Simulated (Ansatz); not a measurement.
**NbH2(331) slab (72 atoms): geometry optimisation**

Aim: bring NbH2(331) slab (72 atoms) to a nearby minimum of the energy and see what moves.

Calculated with Ansatz 0.2.0; Kohn-Sham DFT, LDA, PAW (set soft_2), plane waves.

### Step 1. Set-up

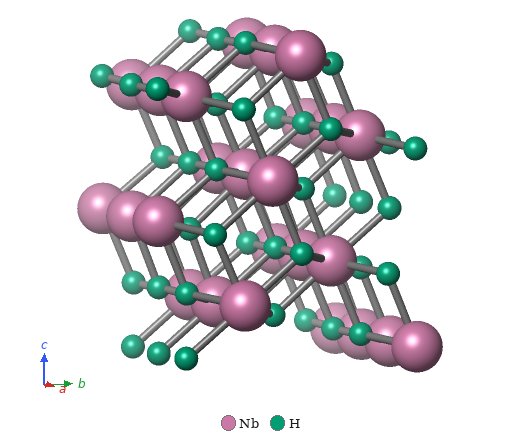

The starting structure, seen from the side, with the c axis up (niobium pink, hydrogen teal). Some periodic images of atoms are drawn too.

The cell holds 72 atoms: 24 Nb and 48 H. Its edges and angles: a = 9.680 Å, b = 7.215 Å, c = 21.851 Å, α = 90.0°, β = 90.0°, γ = 102.9°. It derives from NbH2 (fluorite-type). Fluorite-type NbH2 (a = 4.563 Å), (331) slab of 8 repeat layers, 3 x 1 surface cells, 14 Å of vacuum; atoms within 2.51 Å of the bottom held; not relaxed, displaced by a Gaussian of 0.02 Å. Vacuum lies along c.

### Step 2. Single point at the start

A single point comes first, to see the forces before anything moves.

The input, input.yaml:

```yaml
crystal:
  lattice:
    - [9.67958, 0.0, 0.0]
    - [-1.61326, 7.03206, 0.0]
    - [0.0, 0.0, 21.85118]
  atoms:
    - { symbol: Nb, position: [0.00085, 0.9876, 0.33244] }
    - { symbol: H, position: [0.86088, 0.14494, 0.32145] }
    - { symbol: H, position: [0.80672, 0.83193, 0.34394] }
    - { symbol: Nb, position: [0.8925, 0.36143, 0.38133] }
    [... 62 atom lines left out ...]
    - { symbol: Nb, position: [0.02941, 0.19579, 0.61865] }
    - { symbol: H, position: [0.22698, 0.3582, 0.60832] }
    - { symbol: H, position: [0.17381, 0.03636, 0.63272] }
    - { symbol: Nb, position: [0.26189, 0.56525, 0.66842] }
    - { symbol: H, position: [0.12273, 0.71981, 0.65659] }
    - { symbol: H, position: [0.0689, 0.40643, 0.67946] }
kpoints:
  mp_grid: { grid: [2, 2, 1] }
hamiltonian:
  xc: lda
scf:
  occupations: { method: gaussian, width: 0.025 }
output:
  forces: true
  populations: true
  dos:
    method: { smearing: { sigma: 0.08 } }
    de: 0.1
    projected: { site_lists: { H: [H], Nb: [Nb] } }
  eigenvalues: true
```

Started as:

```
> ansatz run input.yaml --threads 8 --pin off --max-ram 15872MiB --backend cpu --events-out ev --progress --plain --runs-dir out
```

Elapsed: 29 s, on 8 threads of Arm Neoverse V2, shared host; peak memory 6.1 GiB.

Numbers from this run:

| Quantity | Value |
| --- | --- |
| free energy | -107376.0412 eV |
| free energy per atom | -1491.3339 eV/atom |
| SCF cycles | 11 |
| r.m.s. force component | 0.5682 eV/Å |
| longest force | 2.77 eV/Å |
| Fermi energy | 3.176 eV |
| levels partly filled by over 2 per cent | 8 |
| spilling of the projection | 0.003828 |

The r.m.s. force component of 0.57 eV/Å sets the starting point.

Neighbours are counted within 2.43 Å (H-Nb), cutoffs set anew for this text.

Length of the force by element and coordination:

| element | coordination | atoms | mean length of the force (eV/Å) | spread | least | most |
| --- | --- | --- | --- | --- | --- | --- |
| H | all | 48 | 0.324 | 0.138 | 0.106 | 0.653 |
| H | 3 | 18 | 0.384 | 0.123 | 0.106 | 0.571 |
| H | 4 | 30 | 0.288 | 0.135 | 0.115 | 0.653 |
| Nb | all | 24 | 1.31 | 0.969 | 0.171 | 2.77 |
| Nb | 6 | 6 | 2.68 | 0.054 | 2.60 | 2.77 |
| Nb | 7 | 6 | 1.74 | 0.189 | 1.52 | 2.11 |
| Nb | 8 | 12 | 0.414 | 0.162 | 0.171 | 0.738 |

### Step 3. Relaxation

With the cell held, the atoms are moved downhill towards a nearby minimum.

input.yaml, the sections that differ from step 2:

```yaml
output:
  forces: true
relax:
  f_tol: 0.05
  max_steps: 113
  constraints:
    - { sites: [0, 1, 2, 3, 4, 5, 6, 7, 24, 25, 26, 27, 28, 29, 30, 31, 48, 49, 50, 51, 52, 53, 54, 55], fix: xyz }
# crystal, kpoints, hamiltonian, scf: as in step 2
```

Elapsed: 80 s, on 8 threads; peak memory 6 GiB.

Step by step:

| step | energy less that of the first step (eV) | largest force component, free atoms (eV/Å) |
| --- | --- | --- |
| 1 | 0.0000 | 2.5600 |
| 2 | -1.5971 | 0.6022 |
| 3 | -2.1432 | 0.2066 |
| 4 | -2.2472 | 0.1065 |
| 5 | -2.2486 | 0.1672 |
| 6 | -2.2575 | 0.0326 |
| 7 | -2.2575 | 0.0328 |

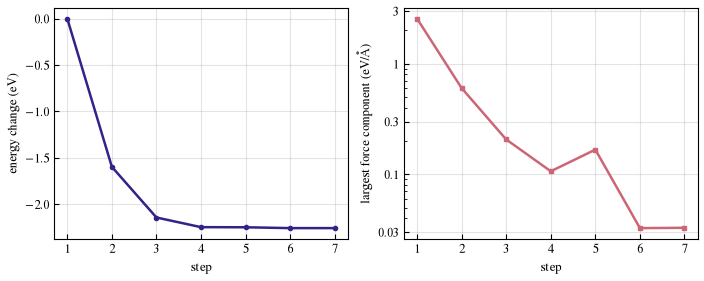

Energy and largest force along the relaxation.

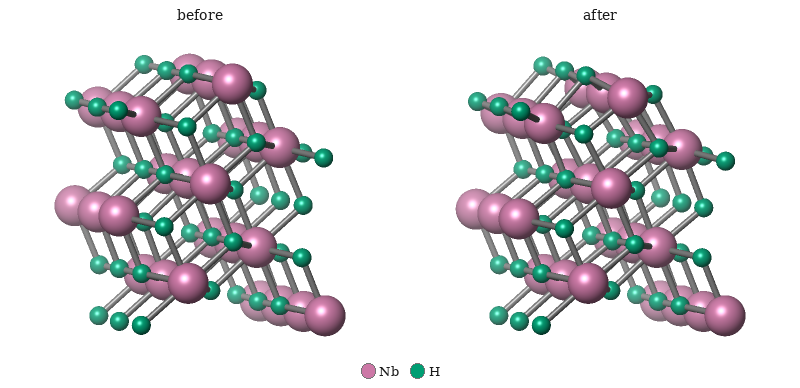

The structure before and after the relaxation, drawn at the same scale.

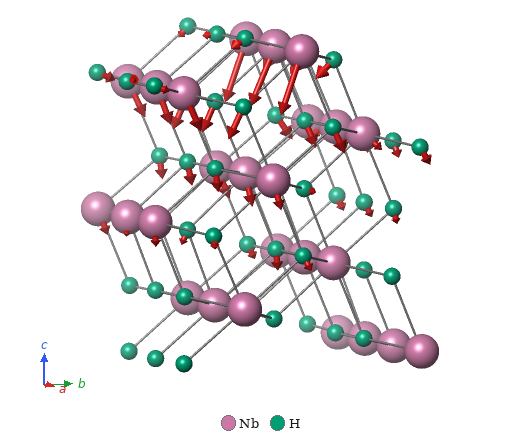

Displacements in the relaxation, exaggerated; the longest in the cell stands for 0.47 Å. Some periodic images of atoms are drawn too.

The atoms that moved most (Å):

| atom | dx | dy | dz | length |
| --- | --- | --- | --- | --- |
| Nb70 | 0.022 | -0.157 | -0.440 | 0.467 |
| Nb22 | 0.024 | -0.155 | -0.439 | 0.466 |
| Nb46 | 0.029 | -0.180 | -0.413 | 0.452 |
| H68 | -0.013 | -0.109 | -0.262 | 0.284 |
| H20 | -0.019 | -0.104 | -0.231 | 0.254 |
| Nb19 | -0.022 | 0.109 | -0.223 | 0.249 |
| H44 | 0.013 | -0.096 | -0.212 | 0.233 |
| Nb43 | 0.018 | 0.077 | -0.213 | 0.228 |

The relaxation changed the energy by -31.4 meV/atom, and atoms moved by 0.15 Å r.m.s., 0.47 Å at most.

### Step 4. Structure statistics after relaxation

Bonds before and after, by the cutoffs listed below:

| pair | bonds before | bonds after | mean before (Å) | mean after (Å) | spread before (Å) | spread after (Å) |
| --- | --- | --- | --- | --- | --- | --- |
| H-Nb | 174 | 174 | 1.976 | 1.959 | 0.025 | 0.039 |

Normalised to the volume that the atoms fill. g(r), total and by pair (bins of 0.2 Å):

| r (Å) | total | H-H | H-Nb | Nb-Nb |
| --- | --- | --- | --- | --- |
| 1.80 | 0.53 | 0.00 | 1.19 | 0.00 |
| 2.00 | 4.12 | 0.00 | 9.28 | 0.00 |
| 2.20 | 1.74 | 3.92 | 0.00 | 0.00 |
| 2.40 | 0.70 | 1.57 | 0.00 | 0.00 |
| 2.60 | 0.00 | 0.00 | 0.00 | 0.00 |
| 2.80 | 0.01 | 0.00 | 0.00 | 0.11 |
| 3.00 | 0.30 | 0.44 | 0.00 | 0.95 |
| 3.20 | 3.11 | 4.58 | 0.00 | 9.67 |
| 3.40 | 0.22 | 0.22 | 0.27 | 0.00 |
| 3.60 | 0.55 | 0.00 | 1.23 | 0.00 |
| 3.80 | 2.68 | 0.56 | 5.47 | 0.00 |
| 4.00 | 0.84 | 1.68 | 0.22 | 0.00 |
| 4.20 | 0.00 | 0.00 | 0.00 | 0.00 |
| 4.40 | 0.25 | 0.33 | 0.00 | 0.94 |
| 4.60 | 0.56 | 0.82 | 0.13 | 1.25 |
| 4.80 | 0.53 | 0.09 | 1.08 | 0.12 |
| 5.00 | 2.21 | 2.23 | 2.73 | 0.00 |
| 5.20 | 0.60 | 1.22 | 0.00 | 0.51 |
| 5.40 | 0.32 | 0.51 | 0.00 | 0.87 |
| 5.60 | 1.58 | 2.33 | 0.16 | 4.25 |
| 5.80 | 0.75 | 0.04 | 1.60 | 0.17 |
| 6.00 | 0.67 | 0.00 | 1.48 | 0.08 |
| 6.20 | 0.11 | 0.09 | 0.05 | 0.36 |
| 6.40 | 0.61 | 0.83 | 0.17 | 1.45 |
| 6.60 | 0.63 | 0.27 | 1.10 | 0.15 |
| 6.80 | 1.79 | 1.81 | 2.20 | 0.12 |
| 7.00 | 0.23 | 0.31 | 0.06 | 0.62 |
| 7.20 | 0.83 | 1.25 | 0.07 | 2.20 |

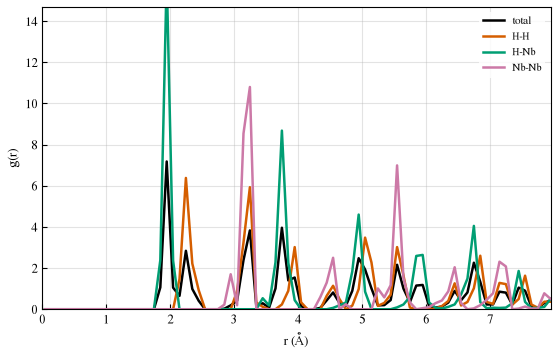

Pair distribution functions, with peaks cut at 14.

Bonds by pair of elements; cutoffs follow the first minimum of g(r), held within bounds set by covalent radii, and pairs that aren't listed don't count as bonded (cutoffs were set anew for this text, so counts can differ from the run's own analysis):

| pair A-B | cutoff (Å) | bonds | mean length (Å) | spread (Å) | shortest (Å) | B about A | A about B |
| --- | --- | --- | --- | --- | --- | --- | --- |
| H-Nb | 2.43 | 174 | 1.96 | 0.039 | 1.81 | 3.62 | 7.25 |

How many atoms have how many bonded neighbours:

| element | mean | 3 | 4 | 6 | 7 | 8 |
| --- | --- | --- | --- | --- | --- | --- |
| H | 3.62 | 18 | 30 | 0 | 0 | 0 |
| Nb | 7.25 | 0 | 0 | 6 | 6 | 12 |

Bond angles (no mean is given where the spread exceeds 20°):

| angle | count | mean (°) | spread (°) |
| --- | --- | --- | --- |
| H-Nb-H | 552 | - | - |
| Nb-H-Nb | 234 | 109 | 3.5 |

First main peaks of g(r), for some of the pairs, lie near 2.26 Å (H-H), 1.96 Å (H-Nb) and 3.20 Å (Nb-Nb). Counting bonds as in the table, 62 % of H atoms have 4 and 50 % of Nb atoms have 8 bonded neighbours.

### Step 5. Single point at the relaxed geometry

One more single point at the end of the walk gives the fuller output and checks the residual forces.

The input, input.yaml:

```yaml
crystal:
  lattice:
    - [9.67958, 0.0, 0.0]
    - [-1.61326, 7.03206, 0.0]
    - [0.0, 0.0, 21.85118]
  atoms:
    - { symbol: Nb, position: [0.00085, 0.9876, 0.33244] }
    - { symbol: H, position: [0.86088, 0.14494, 0.32145] }
    - { symbol: H, position: [0.80672, 0.83193, 0.34394] }
    - { symbol: Nb, position: [0.8925, 0.36143, 0.38133] }
    [... 62 atom lines left out ...]
    - { symbol: Nb, position: [0.03442, 0.2091, 0.6093] }
    - { symbol: H, position: [0.22303, 0.34275, 0.59635] }
    - { symbol: H, position: [0.17489, 0.05208, 0.63058] }
    - { symbol: Nb, position: [0.26042, 0.54287, 0.6483] }
    - { symbol: H, position: [0.12042, 0.7075, 0.64919] }
    - { symbol: H, position: [0.06918, 0.39994, 0.67717] }
kpoints:
  mp_grid: { grid: [2, 2, 1] }
hamiltonian:
  xc: lda
scf:
  occupations: { method: gaussian, width: 0.025 }
output:
  forces: true
  populations: true
  dos:
    method: { smearing: { sigma: 0.08 } }
    de: 0.1
    projected: { site_lists: { H: [H], Nb: [Nb] } }
  eigenvalues: true
  write_density: true
  write_potential: true
  volumetric_format: npy
  elf: true
```

Elapsed: 31 s, on 8 threads; peak memory 6.1 GiB.

The program notes that the exchange-correlation potential is rough where the density is thin.

Numbers from this run:

| Item | Value |
| --- | --- |
| free energy | -107378.2987 eV |
| free energy per atom | -1491.3653 eV/atom |
| SCF cycles | 9 |
| r.m.s. force component | 0.3507 eV/Å |
| longest force | 2.431 eV/Å |
| Fermi energy | 3.157 eV |
| levels partly filled by over 2 per cent | 5 |
| potential in mid-vacuum, over the Fermi level | 4.059 eV |
| potential 4.5 Å over the upper face | 4.062 eV |
| potential 4.5 Å under the lower face | 4.056 eV |
| spilling of the projection | 0.00393 |

Neighbours are counted within 2.43 Å (H-Nb), cutoffs set anew for this text.

Length of the force by element and coordination:

| element | coordination | atoms | mean length of the force (eV/Å) | spread | least | most |
| --- | --- | --- | --- | --- | --- | --- |
| H | all | 48 | 0.151 | 0.234 | 0.0014 | 0.775 |
| H | 3 | 18 | 0.199 | 0.212 | 0.0031 | 0.574 |
| H | 4 | 30 | 0.123 | 0.243 | 0.0014 | 0.775 |
| Nb | all | 24 | 0.554 | 0.802 | 0.0126 | 2.43 |
| Nb | 6 | 6 | 1.17 | 1.15 | 0.0126 | 2.43 |
| Nb | 7 | 6 | 0.673 | 0.649 | 0.0192 | 1.50 |
| Nb | 8 | 12 | 0.188 | 0.292 | 0.0146 | 0.752 |

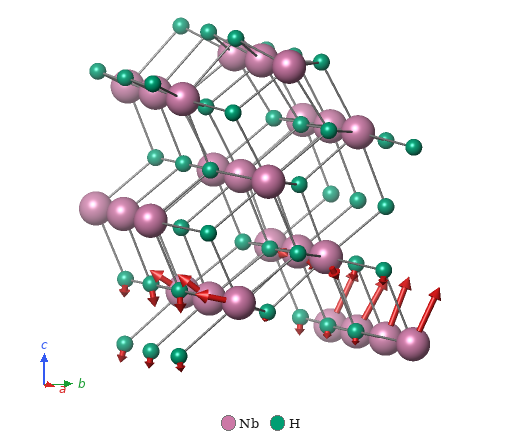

Forces as arrows; the longest in the cell is 2.43 eV/Å. Some periodic images of atoms are drawn too.

Löwdin charges by element and coordination (they lack the spilled electrons, 0.020 e an atom on average):

| element | coordination | atoms | mean charge (e) | spread | least | most |
| --- | --- | --- | --- | --- | --- | --- |
| H | all | 48 | -0.0879 | 0.0333 | -0.147 | -0.0453 |
| H | 3 | 18 | -0.129 | 0.0111 | -0.147 | -0.113 |
| H | 4 | 30 | -0.0633 | 0.0092 | -0.0781 | -0.0453 |
| Nb | all | 24 | 0.235 | 0.069 | 0.151 | 0.330 |
| Nb | 6 | 6 | 0.323 | 0.0039 | 0.317 | 0.330 |
| Nb | 7 | 6 | 0.280 | 0.012 | 0.267 | 0.296 |
| Nb | 8 | 12 | 0.168 | 0.01 | 0.151 | 0.180 |

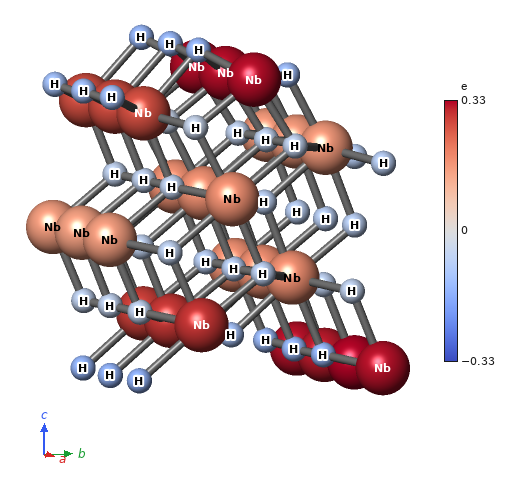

Atoms coloured by Löwdin charge. Some periodic images of atoms are drawn too.

Density of states as counts of states in windows of 1 eV (from the Fermi level), total and the larger projections:

| from (eV) | to (eV) | total | Nb d | H s | Nb s |
| --- | --- | --- | --- | --- | --- |
| -18 | -11 | 0.0 | 0.0 | 0.0 | 0.0 |
| -11 | -10 | 0.5 | 0.0 | 0.2 | 0.3 |
| -10 | -9 | 2.9 | 0.1 | 1.2 | 1.5 |
| -9 | -8 | 6.9 | 1.2 | 3.1 | 2.4 |
| -8 | -7 | 16.7 | 6.8 | 7.1 | 2.3 |
| -7 | -6 | 26.3 | 11.7 | 12.0 | 1.8 |
| -6 | -5 | 22.7 | 9.2 | 11.9 | 0.8 |
| -5 | -4 | 17.1 | 6.0 | 9.9 | 0.6 |
| -4 | -3 | 8.1 | 6.1 | 1.7 | 0.2 |
| -3 | -2 | 14.5 | 13.3 | 0.7 | 0.2 |
| -2 | -1 | 20.5 | 19.5 | 0.3 | 0.3 |
| -1 | 0 | 33.3 | 31.7 | 0.5 | 0.7 |
| 0 | 1 | 31.9 | 29.0 | 0.9 | 1.3 |
| 1 | 2 | 35.2 | 31.9 | 1.1 | 1.2 |
| 2 | 3 | 34.1 | 30.0 | 1.4 | 1.5 |
| 3 | 4 | 23.6 | 14.5 | 3.9 | 2.1 |

The curve was stored every 0.10 eV, coarse against its broadening of 0.08 eV, so these counts are rough.

The stored curve holds about 169 of the 360 electrons; the rest, give or take the few that broadening carries across the Fermi level, lie in deeper levels below its range.

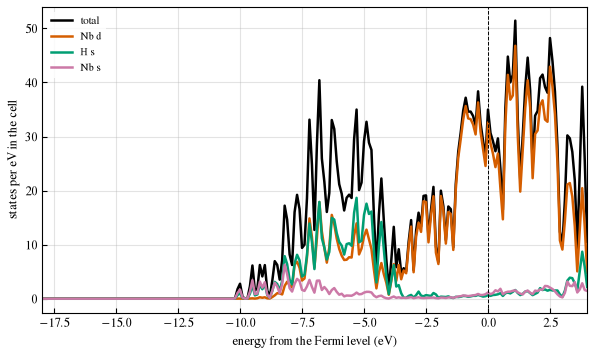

Total and projected density of states, with the broadening of the input.

The levels nearest the highest filled one (over half full), pooled over k-points and spins:

| level less the highest filled one (eV) | occupation |
| --- | --- |
| -0.0489 | 2 |
| -0.0394 | 2.00 |
| -0.0269 | 1.98 |
| -0.022 | 1.97 |
| -0.0157 | 1.92 |
| 0 | 1.62 |
| 0.0319 | 0.353 |
| 0.047 | 0.075 |
| 0.051 | 0.045 |
| 0.055 | 0.026 |
| 0.0614 | 0.009 |
| 0.0758 | 0.001 |

Planar average of the electrostatic potential energy along the normal, with the Fermi level as zero, after a running mean with a triangular window 4 Å wide at its base:

| height (Å) | potential energy (eV) |
| --- | --- |
| 0.0 | 4.06 |
| 0.9 | 4.06 |
| 1.7 | 4.06 |
| 2.6 | 4.05 |
| 3.5 | 4.03 |
| 4.4 | 3.91 |
| 5.2 | 3.04 |
| 6.1 | 0.18 |
| 7.0 | -4.32 |
| 7.9 | -7.97 |
| 8.7 | -9.64 |
| 9.6 | -10.10 |
| 10.5 | -10.05 |
| 11.2 | -9.97 |
| 12.1 | -10.19 |
| 13.0 | -10.36 |
| 13.8 | -8.37 |
| 14.7 | -3.69 |
| 15.6 | 1.01 |
| 16.5 | 3.43 |
| 17.3 | 3.99 |
| 18.2 | 4.05 |
| 19.1 | 4.06 |
| 20.0 | 4.06 |
| 20.8 | 4.06 |
| 21.7 | 4.06 |

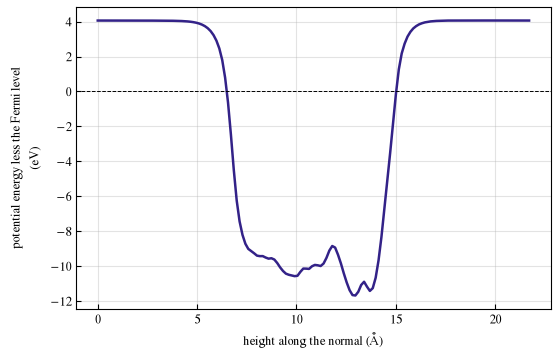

Planar average of the electrostatic potential energy; the dashed line is the Fermi level.

Mean Löwdin charges: H -0.09, Nb +0.23 e (they miss 0.39 % of the electrons, so they add up to more than the cell's charge). Charges this small depend on the projection, at times even in sign. Within 0.4 eV of the Fermi level the largest share is Nb d (94 % of the projected weight). The potential stands 4.06 eV above the Fermi level over the upper face and 4.06 eV under the lower one, a reading of the work function, with no dipole correction.

1 further run on a deliberately doubtful input is not shown.

### Step 6. What came out

```
energy change in the relaxation                      : -31.36 meV/atom
r.m.s. displacement                                  : 0.149 Å
largest displacement                                 : 0.467 Å
free energy per atom                                 : -1491.3653 eV/atom
r.m.s. force component                               : 0.3507 eV/Å
potential in mid-vacuum, over the Fermi level        : 4.059 eV
wall time of the 4 DFT runs, those left out included : 2.6 min
```

In words: Relaxation lowers the energy by 31.4 meV/atom and moves atoms by 0.15 Å r.m.s.; the r.m.s. force component goes from 0.57 to 0.35 eV/Å, held atoms included. By the final cutoffs no bond was broken or made. From the first step to the last the energy fell by 2.258 eV, and the largest move was 0.47 Å (Nb70, with 1 other atom within 2 % of it). The H-Nb bonds go from 1.976 Å (spread 0.025) to 1.959 Å (spread 0.039). Counting bonds as in the table, 62 % of H atoms have 4 and 50 % of Nb atoms have 8 bonded neighbours. 5 levels are partly filled, by over 2 % (on the run's k-points): no clear gap opens at this level. The potential stands 4.06 eV above the Fermi level over the upper face and 4.06 eV under the lower one, a reading of the work function, with no dipole correction.

Caveats: 24 atoms were held in place, and force statistics include the forces on them.

[Logs are printed without paths, hosts, clocks, repeated set-up lines and the standing remarks that a program may print on its own settings, such as how far it seeks lower states.]

[Hosts, paths, dates, database ids (printed as entryN), source tags and the programs' standing remarks are cut or masked in the printed files.]
